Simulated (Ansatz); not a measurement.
# C3H6Si: what the fields show

The calculation's input:

```
crystal:
  periodic: [false, false, false]
  atoms:
    - {symbol: C, position_ang: [-0.743663, 0.795598, -0.267872]}
    - {symbol: C, position_ang: [-1.111588, -0.482352, -0.457775]}
    - {symbol: Si, position_ang: [0.532222, -1.060628, 0.169455]}
    - {symbol: C, position_ang: [0.666549, 0.827932, 0.289236]}
    - {symbol: H, position_ang: [-1.340751, 1.686072, -0.471834]}
    - {symbol: H, position_ang: [-2.059360, -0.834432, -0.843728]}
    - {symbol: H, position_ang: [1.443844, -1.747340, -0.788619]}
    - {symbol: H, position_ang: [0.563018, -1.826609, 1.447301]}
    - {symbol: H, position_ang: [0.741557, 1.266060, 1.287461]}
    - {symbol: H, position_ang: [1.391270, 1.324400, -0.360626]}
basis:
  gaussian: {orbitals: def2-TZVPP}
hamiltonian: {xc: pbe0, dispersion: d4}
output: {orbitals: {seedname: orbitals}}
```

Launched as:

```sh
ansatz run in.yaml --threads 2 --pin off --events-out ev --progress --plain --max-ram 4352MiB
```

Geometry: PBE0-D4/def2-TZVP.

The calculation used RKS PBE0-D4/def2-TZVPP (Ansatz 0.2.0).

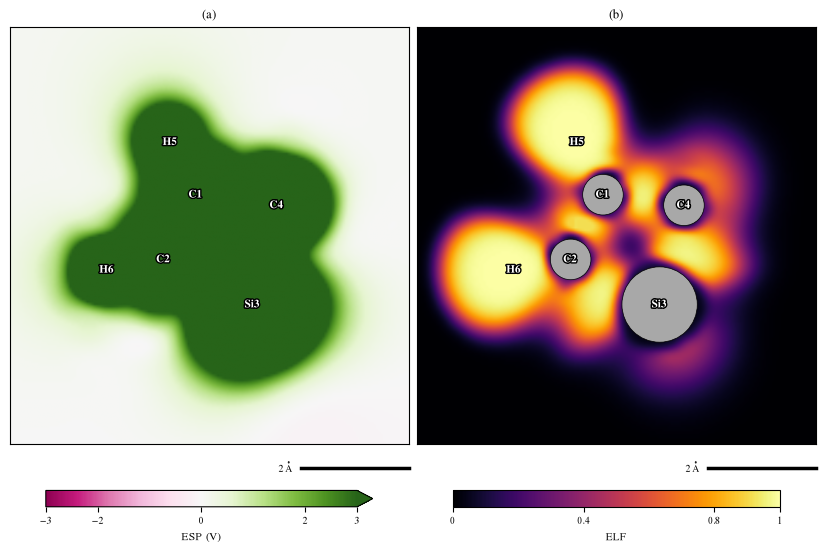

Figure 1. (a) molecular electrostatic potential; (b) ELF on the plane of atoms C1, C4 and Si3. Grey discs cover the atomic cores in the ELF map.

Interpret the plot.

Answer. The plane passes through C, Si and H nuclei.
C–C (1.34 Å): the ELF peaks at about 0.90 between the atoms; a multiple bond.
C–Si (1.85 Å): the ELF peaks at about 0.90 between the atoms (localised, covalent bonding).
C–H (1.08 Å): the ELF climbs to about 1 towards the hydrogen, as it does in any bond to H (an ordinary covalent bond to hydrogen).
C–C (1.52 Å): the ELF peaks at about 0.95 between the atoms: a covalent bond.
C–Si (1.90 Å): the ELF peaks at about 0.95 between the atoms; a shared electron pair.
The potential has no marked negative region in this plane.

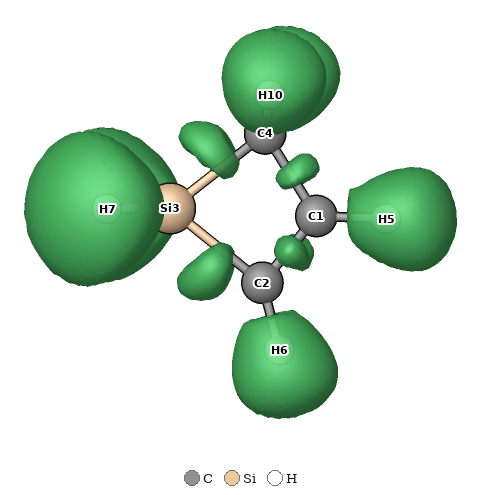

Figure 2. Isosurface of the ELF at 0.85 (green), seen across its widest extent. Only the valence region is drawn (cores and ρ < 0.01 e/Å³ removed).

Where are the electrons localised?

Answer. At this value the surface marks out two regions between bonded C–C atoms (shared pairs), two regions between bonded C–Si atoms (shared pairs) and six regions around hydrogen nuclei.

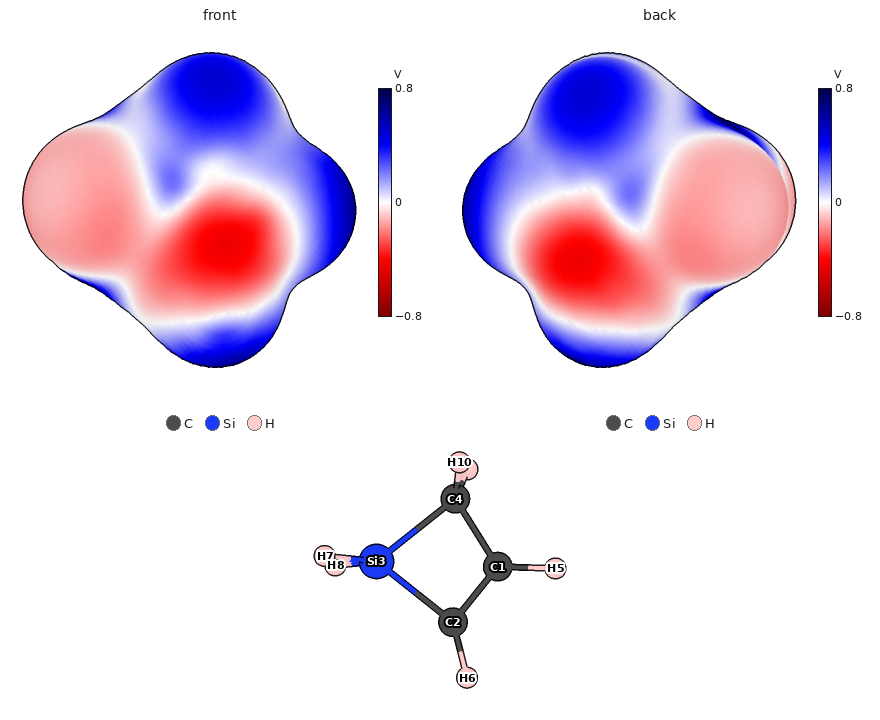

Figure 3. The molecular electrostatic potential painted on the density surface at 0.001 e/bohr³, seen from the front and from behind; red is negative and blue positive. The bare structure is drawn below in the same view.

Where is the surface potential most negative and most positive?

Answer. The most negative region (about −0.4 V) lies over the π face of C1 and C2, the most positive (about +0.7 V) over Si3 and H6.
